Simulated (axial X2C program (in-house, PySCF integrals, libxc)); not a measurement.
# A two-component session on PO: EOM-EA-CCSD levels

Wanted for PO: EOM-EA-CCSD levels, at the two-component level.

Program: an in-house X2C program for linear molecules on PySCF integrals. Level of theory: two-component X2C with atomic mean-field terms, P dyall-av3z, O dyall-av3z. These are calculated values, not measurements.

### 1 Set-up

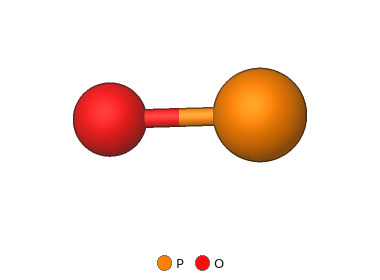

The two atoms at 1.590 Å (phosphorus orange, oxygen red).

task.json

```json
{
 "zs": [
  15,
  8
 ],
 "q": 0,
 "bas": [
  "dyall-av3z",
  "dyall-av3z"
 ],
 "r0": 1.59,
 "eom": "ea",
 "thr": -2.0,
 "nmax": 92,
 "grid": [
  1,
  0.96,
  1.045,
  0.92,
  1.09,
  1.15
 ]
}
```

Keys: zs atomic numbers; q charge; bas basis sets; r0 starting distance in Å; eom kind of EOM run; thr threshold in hartree for freezing inner shells (an s shell follows its p shell); nmax most natural virtual spinors; grid distances as factors.

Command:

```bash
$ python soeom.py task.json out
```

Nuclei are Gaussian, cores are contracted, and the Gaunt term is on.

### 2 EOM-EA-CCSD at 1.485 Å

Reference: the closed shell PO⁺; 10 electrons correlated, 92 virtual spinors; roots sought by Ω: 1/2: 5, 3/2: 4, 5/2: 2, 7/2: 1.

Output:

```text
two-component X2C + atomic mean field  HF
basis functions 116  fitting functions 615  grid points 4349
iter        total energy     max residual
   1       -416.117675303     7.35e-02
   2       -416.133583211     8.03e-03
   3       -416.133915711     8.14e-03
   4       -416.134759391     1.44e-03
   5       -416.134810390     4.58e-04
   6       -416.134816849     1.49e-04
   7       -416.134817564     4.75e-05
   8       -416.134817678     7.92e-06
   9       -416.134817679     1.86e-06
converged
one-electron -653.07395772  Coulomb 224.82359435  exact exchange -30.59426657  xc functional 0.00000000  nuclear repulsion 42.76179482  atomic mean-field constant -0.05198256
correlated 10  virtual 200  natural virtual 92  E(MP2) -0.382565454  MP2 remainder -0.036382686
iter   CCSD correlation   residual
   1     -0.318219589   2.28e-01
   2     -0.336687181   1.31e-01
   3     -0.342324663   3.61e-02
   4     -0.342695559   1.34e-02
   5     -0.342926257   4.70e-03
   6     -0.342898226   1.11e-03
   7     -0.342895472   3.88e-04
   8     -0.342902256   1.41e-04
   9     -0.342902073   4.88e-05
  10     -0.342901819   1.56e-05
  11     -0.342901858   5.76e-06
  12     -0.342901748   2.98e-06
  13     -0.342901779   1.79e-06
  14     -0.342901735   8.94e-07
  15     -0.342901748   3.19e-07
(T) -0.020406711  T1 0.0451  D1 0.0685  max T2 0.076
EOM-EA-CCSD roots
2*Omega      energy/Eh   energy/eV  one-particle weight
    1      -0.30608279     -8.3289      0.953
    1      -0.16222622     -4.4144      0.965
    1      -0.12212896     -3.3233      0.988
    1      -0.08294772     -2.2571      0.991
    1      -0.05344280     -1.4543      0.985
    3      -0.30513350     -8.3031      0.953
    3      -0.08281435     -2.2535      0.991
    3      -0.04656656     -1.2671      0.888
    3      -0.04307394     -1.1721      0.000
    5      -0.04656333     -1.2671      0.888
    5      -0.00280855     -0.0764      0.000
    7       0.04920009      1.3388      0.001
```

T1 in the output is the amplitude norm over the root of the electron number; divide by √2 for the Lee–Taylor value.

```
  Ω  binding energy (eV)  above lowest (cm⁻¹)                        spinor  weight
1/2                8.329                    0  60% P pπ, 16% O pπ, 13% P dπ    0.95
3/2                8.303                  210  61% P pπ, 16% O pπ, 13% P dπ    0.95
1/2                4.414                31570  41% P pσ, 38% P dσ, 11% O sσ    0.97
1/2                3.323                40370            78% P sσ, 16% P pσ    0.99
1/2                2.257                48970            88% P pπ, 10% O pπ    0.99
3/2                2.253                49000            88% P pπ, 10% O pπ    0.99
1/2                1.454                55450   64% P pσ, 16% O pσ, 9% P sσ    0.99
3/2                1.267                56960                      95% P dδ    0.89
5/2                1.267                56960                      95% P dδ    0.89
```

Wall time 11 s (1 thread of Arm Neoverse V2, shared host); peak memory 0.64 GiB.

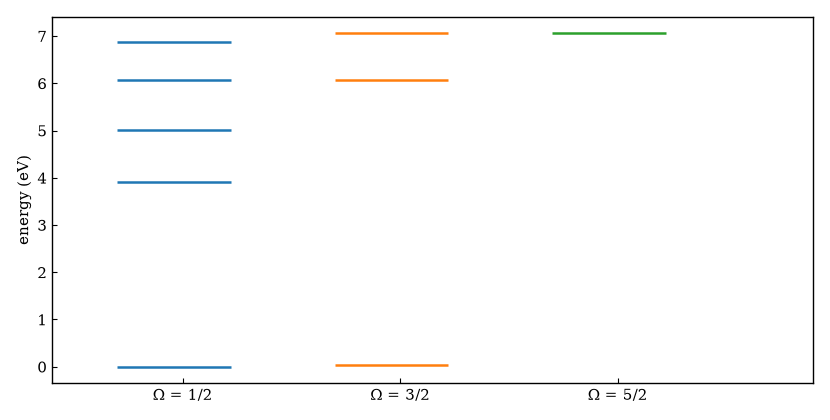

The roots by Ω, from the lowest.

### 3 EOM-EA-CCSD at 1.426 Å

```
  Ω  binding energy (eV)  above lowest (cm⁻¹)                        spinor  weight
1/2                8.110                    0  59% P pπ, 16% O pπ, 15% P dπ    0.95
3/2                8.084                  200  59% P pπ, 16% O pπ, 15% P dπ    0.95
1/2                4.259                31050  39% P pσ, 38% P dσ, 12% O sσ    0.97
1/2                3.286                38910            75% P sσ, 19% P pσ    0.99
1/2                2.245                47300            87% P pπ, 11% O pπ    0.99
3/2                2.242                47330            87% P pπ, 11% O pπ    0.99
1/2                1.414                54010  61% P pσ, 18% O pσ, 10% P dσ    0.99
3/2                1.228                55500                      95% P dδ    0.90
5/2                1.228                55500                      95% P dδ    0.90
```

Wall time 10 s (1 thread of Arm Neoverse V2, shared host); peak memory 0.64 GiB.

### 4 EOM-EA-CCSD at 1.552 Å

```
  Ω  binding energy (eV)  above lowest (cm⁻¹)                        spinor  weight
1/2                8.559                    0  62% P pπ, 17% O pπ, 12% P dπ    0.95
3/2                8.533                  210  63% P pπ, 16% O pπ, 12% P dπ    0.95
1/2                4.623                31740  42% P pσ, 36% P dσ, 11% O sσ    0.96
1/2                3.359                41940            80% P sσ, 13% P pσ    0.99
1/2                2.270                50730            88% P pπ, 10% O pπ    0.99
3/2                2.265                50760            88% P pπ, 10% O pπ    0.99
1/2                1.508                56870   69% P pσ, 14% O pσ, 9% P sσ    0.98
3/2                1.315                58430                      96% P dδ    0.87
5/2                1.315                58430                      96% P dδ    0.87
```

Run time: 12 s. Hardware: 1 thread of Arm Neoverse V2, shared host; peak memory 0.71 GiB.

### 5 EOM-EA-CCSD at 1.366 Å

```
  Ω  binding energy (eV)  above lowest (cm⁻¹)                        spinor  weight
1/2                7.879                    0  57% P pπ, 17% P dπ, 15% O pπ    0.96
3/2                7.855                  200  57% P pπ, 17% P dπ, 15% O pπ    0.96
1/2                4.128                30250  38% P dσ, 37% P pσ, 12% O sσ    0.97
1/2                3.244                37380            72% P sσ, 22% P pσ    0.99
1/2                2.232                45550            86% P pπ, 12% O pπ    0.99
3/2                2.228                45580            86% P pπ, 12% O pπ    0.99
1/2                1.381                52410  57% P pσ, 20% O pσ, 12% P dσ    0.99
3/2                1.192                53940                      94% P dδ    0.91
5/2                1.192                53940                      94% P dδ    0.91
3/2                0.334                60850   60% O pπ, 31% P dπ, 8% P pπ    0.99
```

It took 11 s on 1 thread of Arm Neoverse V2, shared host; peak memory 0.71 GiB.

### 6 EOM-EA-CCSD at 1.619 Å

```
  Ω  binding energy (eV)  above lowest (cm⁻¹)                        spinor  weight
1/2                8.766                    0  64% P pπ, 17% O pπ, 10% P dπ    0.95
3/2                8.745                  170  65% P pπ, 17% O pπ, 10% P dπ    0.95
1/2                4.876                31370  43% P pσ, 34% P dσ, 10% O sσ    0.96
1/2                3.388                43380            82% P sσ, 11% P pσ    0.99
1/2                2.280                52320            88% P pπ, 10% O pπ    0.98
3/2                2.277                52340             89% P pπ, 9% O pπ    0.98
5/2                1.370                59660                      96% P dδ    0.83
```

Run time: 15 s. Hardware: 1 thread of Arm Neoverse V2, shared host; peak memory 0.71 GiB.

### 7 EOM-EA-CCSD at 1.708 Å

```
  Ω  binding energy (eV)  above lowest (cm⁻¹)                        spinor  weight
1/2                9.028                    0   67% P pπ, 17% O pπ, 8% P dπ    0.95
3/2                8.995                  260   68% P pπ, 17% O pπ, 8% P dπ    0.95
1/2                5.266                30340  43% P pσ, 30% P dσ, 12% O pσ    0.96
1/2                3.415                45270             83% P sσ, 9% P pσ    0.99
3/2                2.300                54270             89% P pπ, 9% O pπ    0.89
5/2                1.465                60990                      97% P dδ    0.75
```

It took 15 s on 1 thread of Arm Neoverse V2, shared host; peak memory 0.71 GiB.

### 8 Curves of the states

Energies in eV from the lowest point of the lowest state; states are followed by energy order within each Ω.

```
R (Å)  (1)Ω=1/2  (1)Ω=3/2  (2)Ω=1/2  (3)Ω=1/2
1.366    0.5513    0.5758    4.3023    5.1864
1.426    0.1187    0.1440    3.9690    4.9427
1.485    0.0000    0.0258    3.9145    5.0056
1.552    0.1290    0.1547    4.0648    5.3286
1.619    0.4524    0.4737    4.3423    5.8312
1.708    1.0581    1.0905    4.8201    6.6712
```

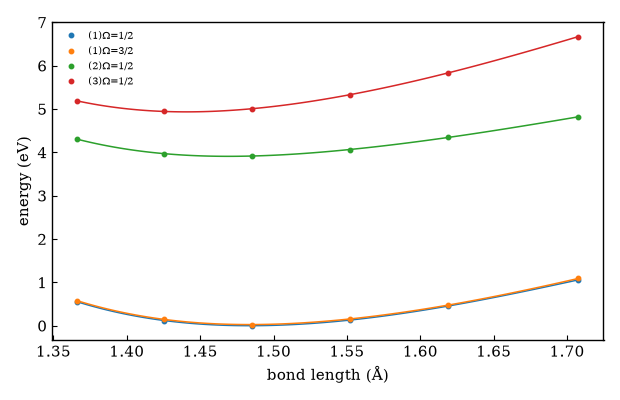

The states along the bond.

Constants where the minimum is well bracketed (masses 30.974 and 15.995 u):

```
   state  Te (cm⁻¹)  Re (Å)  ωe (cm⁻¹)
(1)Ω=1/2          0   1.484       1284
(1)Ω=3/2        220   1.483       1271
(3)Ω=1/2      39800   1.440       1424
```

### 9 Summary of results

```
                     quantity                           value
       lowest root at 1.485 Å               Ω = 1/2, 8.329 eV
next root led by one particle  Ω = 3/2, about 210 cm⁻¹ higher
          T1 of the reference                           0.032
      lowest state, Re and ωe              1.484 Å, 1284 cm⁻¹
```

**Reading.** The added electron is bound by 8.33 eV in a spinor of 60% P pπ, 16% O pπ, 13% P dπ. Errors of 0.1 to 0.3 eV are usual at this size, and roots led by higher excitations are left out, so the list is incomplete, and low states of that kind can be missing. T1 or the largest double amplitude of the reference is raised, which lowers the reliability. The bond is 0.052 Å longer than in the closed-shell reference at CCSD (1.432 Å).
